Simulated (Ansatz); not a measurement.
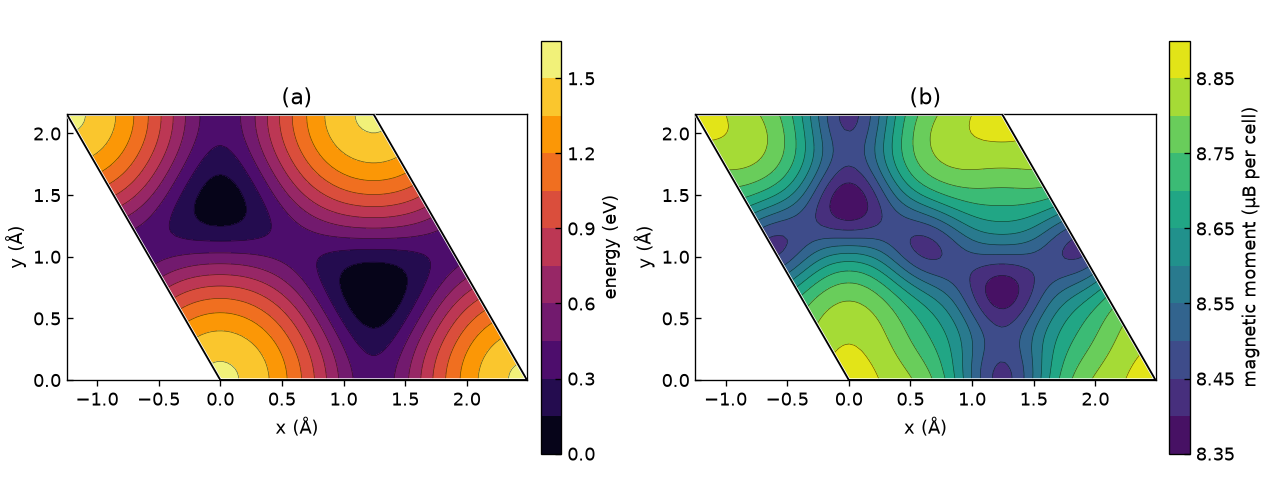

S on a Ni(111) slab cut from the Fm-3m phase, its upper half relaxed before the scan (12 atoms of substrate and one adsorbate in a 2 × 2 cell). 
- S is moved over the surface cell; relaxed at each place: the height of the adsorbate's atoms; substrate rigid; the origin of the map has the adsorbate above Ni9.
- Places are given modulo a cell vector. The map is drawn in real space over the plane of the surface.
- The scan uses a 6 × 6 grid; 10 points were computed and 26 follow by symmetry.
- Places are given in fractions of the 1 × 1 surface cell.
- All energies are given in eV relative to the lowest grid point.
- The electronic state followed may not be the lowest one.
- The calculation used DFT PBE, scalar-relativistic, plane waves, PAW in Ansatz. Settings: cutoff 420 eV, k-mesh 6×6×1, gaussian smearing 0.1 eV, spin-polarised.

Panel (a) is the energy and panel (b) the computed magnetic moment on the same grid.

Drawn: filled contours, the outline of one cell of the plane. Between grid points the surface is interpolated.

**How does the magnetic moment vary over the map, and what is it at the lowest grid point?**

It runs from 8.36 μB per cell at a threefold hollow over a second-layer Ni atom, (2/6, 4/6) of the cell vectors to 8.87 μB per cell at the top site over a surface Ni atom, (0/6, 0/6) of the cell vectors. At the lowest grid point, a threefold hollow over a third-layer Ni atom, (4/6, 2/6) of the cell vectors, it is 8.37 μB per cell.

PAW datasets: the set soft_1.
